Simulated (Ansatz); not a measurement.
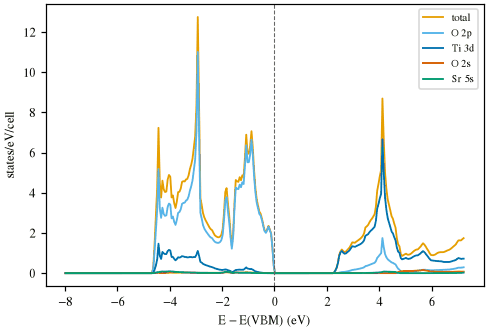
*Total and projected density of states of SrTiO3 (cubic perovskite, Pm-3m), r²SCAN (plane waves, PAW; program Ansatz)*

### Question
Which orbitals carry the states next to the gap?

### Answer
Top 1 eV of the valence band: O 2p 96 %. Bottom 1 eV of the conduction band: Ti 3d 89 %, O 2p 9 %. Projections are on Löwdin-orthogonalised atomic valence shells; empty p or d shells of many metals are not among them.

### Question
Where is the tallest occupied peak in this window, and what makes it?

### Answer
Near -2.9 eV, about 13 states/eV per cell; the largest projected share is O 2p.

The r²SCAN relaxation kept the symmetry of its start. At this level the phase is dynamically unstable (imaginary phonons). No spin polarisation was allowed. Spin–orbit coupling is left out wherever it is not named.

Potentials: the earlier of the program's two PAW sets.
